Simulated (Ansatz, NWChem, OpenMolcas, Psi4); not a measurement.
A ladder of methods for PF3 (phosphorus trifluoride)

The species is PF3 (4 atoms), meant as a singlet with charge 0. As SMILES, `FP(F)F`. Geometry: relaxed at PBE0-D4/def2-TZVP.

| atom | x (Å) | y (Å) | z (Å) |
| --- | --- | --- | --- |
| F | 0.8344 | -0.6632 | 0.8745 |
| P | -0.2975 | 0.3146 | 0.3923 |
| F | -1.0619 | -0.6965 | -0.5369 |
| F | 0.5250 | 1.0452 | -0.7300 |

Quantity: the energy change with the P2–F4 bond stretched from 1.572 to 2.357 Å, in eV. The values are calculated.

```json
{"level": "HF/6-311+G** (restricted)", "kind": "Hartree–Fock", "program": "Ansatz", "value (eV)": "3.43", "less CCSD(T)/6-311+G**": "+0.82"}
{"level": "revPBE/6-311+G** (restricted)", "kind": "GGA", "program": "Psi4", "value (eV)": "1.98", "less CCSD(T)/6-311+G**": "-0.63"}
{"level": "TPSS/6-311+G** (restricted)", "kind": "meta-GGA", "program": "Psi4", "value (eV)": "2.22", "less CCSD(T)/6-311+G**": "-0.39"}
{"level": "PBE0/6-311+G** (restricted)", "kind": "global hybrid", "program": "Psi4", "value (eV)": "2.64", "less CCSD(T)/6-311+G**": "+0.03"}
{"level": "HSE06/6-311+G** (restricted)", "kind": "range-separated hybrid", "program": "Ansatz", "value (eV)": "2.63", "less CCSD(T)/6-311+G**": "+0.02"}
{"level": "wB97X/6-311+G** (restricted)", "kind": "range-separated hybrid", "program": "NWChem", "value (eV)": "2.72", "less CCSD(T)/6-311+G**": "+0.11"}
{"level": "B2PLYP/6-311+G** (restricted)", "kind": "double hybrid", "program": "OpenMolcas", "value (eV)": "2.47", "less CCSD(T)/6-311+G**": "-0.14"}
{"level": "RPA@PBE0/6-311+G** (restricted)", "kind": "RPA", "program": "Ansatz", "value (eV)": "2.51", "less CCSD(T)/6-311+G**": "-0.10"}
{"level": "BCCD(T)/6-311+G** (restricted)", "kind": "coupled cluster or CI", "program": "Ansatz", "value (eV)": "2.61", "less CCSD(T)/6-311+G**": "0.00"}
{"level": "CCSD(T)/6-311+G** (restricted)", "kind": "coupled cluster or CI", "program": "Ansatz", "value (eV)": "2.61", "less CCSD(T)/6-311+G**": "0.00"}
```

Differences are taken from CCSD(T)/6-311+G** (restricted) for orientation; it has basis-set and higher-order errors of its own. Its T1 diagnostic reaches 0.024, a sign that one reference may not serve. The first shape isn't each level's own minimum. The values span 1.98 to 3.43 eV.

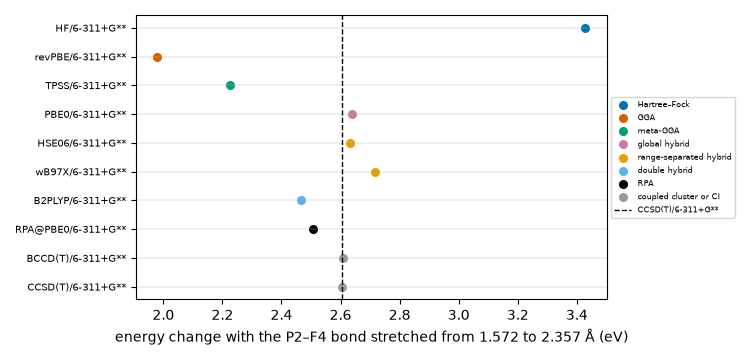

The values of the table, level by level.
